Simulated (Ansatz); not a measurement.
Antifluorite Mg₂Sn was calculated with PBE in Ansatz (PAW).

Settings: plane-wave cutoff 520 eV, 10×10×10 k mesh, Fermi–Dirac smearing 0.01 eV, scalar-relativistic PAW data made under PBE.

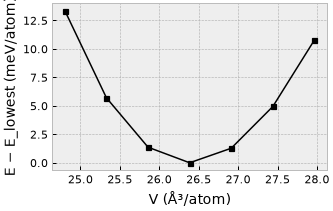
Figure. Total energy against volume

Question: From the curve, estimate the equilibrium volume and the bulk modulus.

Answer: V0 ≈ 26.4 Å³/atom and B0 ≈ 40 GPa; the fit gives V0 = 26.385 Å³/atom, B0 = 40.4 GPa, B′ = 4.4.

Measured, for comparison: equilibrium volume per atom 25.82 Å³/atom (temperature not stated, not corrected to a static lattice; as tabulated in Freccero, Grin, Wagner, Dalton Trans. (2023), ESI). Computed (rounded) less measured: equilibrium volume per atom +2.2 %.

Note: the gap of the solid is closed in this run; this level leaves the solid without a gap, although one is measured.

Spin–orbit coupling is not included; it can open a gap where bands touch, and shift volumes and moduli.

Ansatz is an electronic-structure program.
